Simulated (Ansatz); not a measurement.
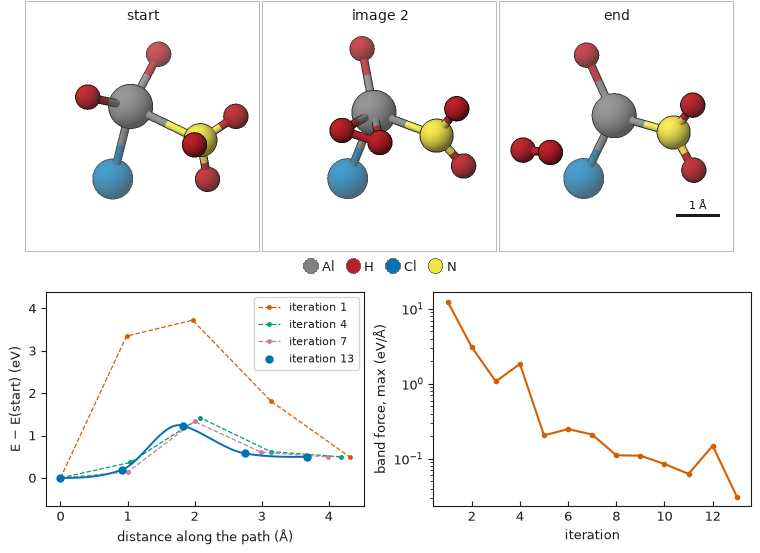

A search for the minimum-energy path of AlNH$_{5}$Cl by the nudged elastic band. Images are numbered from 0 (start) to 4 (end). The plot follows the band through its iterations. A ball-and-stick model, seen from a free direction.

Method: RKS PBE/def2-TZVP in Ansatz 0.2.0.

The input:
```yaml
crystal:
  periodic: [false, false, false]
  atoms:
    - { symbol: Al, position_ang: [-0.002079, -0.04464, 0.194541] }
    - { symbol: H, position_ang: [-0.240542, 0.878432, 1.480099] }
    - { symbol: H, position_ang: [1.445745, -0.186917, -0.474672] }
    - { symbol: Cl, position_ang: [-1.658549, -0.111815, -1.201769] }
    - { symbol: "N", position_ang: [-0.266475, -1.949022, 0.980752] }
    - { symbol: H, position_ang: [-1.047422, -2.383651, 0.476508] }
    - { symbol: H, position_ang: [0.561897, -2.537714, 0.854522] }
    - { symbol: H, position_ang: [-0.500074, -1.942473, 1.977819] }
basis:
  gaussian: { orbitals: def2-TZVP }
hamiltonian:
  xc: pbe
neb:
  order_check: false
  images: 3
  f_tol: 0.05
  max_iterations: 60
  climbing: false
  final_atoms:
    - { symbol: Al, position_ang: [0.03662013, -0.76721931, -0.27533194] }
    - { symbol: H, position_ang: [-0.49723868, 0.72469991, 2.20454339] }
    - { symbol: H, position_ang: [1.44012648, -0.04288309, -0.28674287] }
    - { symbol: Cl, position_ang: [-1.67888013, 0.18522113, -1.06486277] }
    - { symbol: "N", position_ang: [-0.14437719, -2.42702887, 0.31585035] }
    - { symbol: H, position_ang: [-1.01396415, -2.95179813, 0.32618759] }
    - { symbol: H, position_ang: [0.61712074, -2.9915073, 0.68043039] }
    - { symbol: H, position_ang: [-0.4669062, -0.00728434, 2.38772584] }
  initial_path:
    images:
      - { positions_ang: [[-0.002079, -0.04464, 0.194541], [-0.240542, 0.878432, 1.480099], [1.445745, -0.186917, -0.474672], [-1.658549, -0.111815, -1.201769], [-0.266475, -1.949022, 0.980752], [-1.047422, -2.383651, 0.476508], [0.561897, -2.537714, 0.854522], [-0.500074, -1.942473, 1.977819]] }
      - { positions_ang: [[0.0153452, -0.02407655, 0.10093583], [-0.15450755, 0.44206267, 1.69736115], [1.43447325, -0.09996937, -0.587298], [-1.74757136, -0.05624232, -1.20513196], [-0.28205579, -2.01770404, 0.84079586], [-0.86420017, -2.59849803, 0.25399166], [0.24494211, -2.44581584, 1.27796453], [-0.35392471, -1.47755652, 1.90918093]] }
      - { positions_ang: [[0.03276941, -0.0035131, 0.00733067], [-0.0684731, 0.00569333, 1.9146233], [1.42320151, -0.01302174, -0.699924], [-1.83659372, -0.00066965, -1.20849492], [-0.29763657, -2.08638607, 0.70083972], [-0.68097833, -2.81334506, 0.03147532], [-0.07201278, -2.35391768, 1.70140706], [-0.20777542, -1.01264004, 1.84054285]] }
      - { positions_ang: [[0.03469477, -0.3853662, -0.13400063], [-0.28285589, 0.36519662, 2.05958335], [1.43166399, -0.02795241, -0.49333343], [-1.75773692, 0.09227574, -1.13667884], [-0.22100688, -2.25670747, 0.50834503], [-0.84747124, -2.88257159, 0.17883145], [0.27255398, -2.67271249, 1.19091873], [-0.33734081, -0.50996219, 2.11413434]] }
      - { positions_ang: [[0.03662013, -0.76721931, -0.27533194], [-0.49723868, 0.72469991, 2.20454339], [1.44012648, -0.04288309, -0.28674287], [-1.67888013, 0.18522113, -1.06486277], [-0.14437719, -2.42702887, 0.31585035], [-1.01396415, -2.95179813, 0.32618759], [0.61712074, -2.9915073, 0.68043039], [-0.4669062, -0.00728434, 2.38772584]] }
```

Command:
```bash
ansatz run input.yaml --threads 4 --pin off --max-ram 5120MiB --backend cpu --events-out ev --progress --plain --runs-dir out
```

### Did the band converge, and can the barrier be trusted?

The run is converged, with reservations. The band converged in 13 iterations. The largest component of the band force went from 13 to 0.031 eV/Å. No image climbed, so the highest image needn't lie on the saddle point, and the true maximum along this path can be higher. So few images resolve the path coarsely. The first iteration put the highest image at 3.72 eV. The highest point, image 2, lies 1.23 eV above the start and 0.73 eV above the end; the end is at +0.50 eV relative to the start.

The run took 40 s on 4 threads of Arm Neoverse V2, on a shared host, peak memory 0.22 GiB.
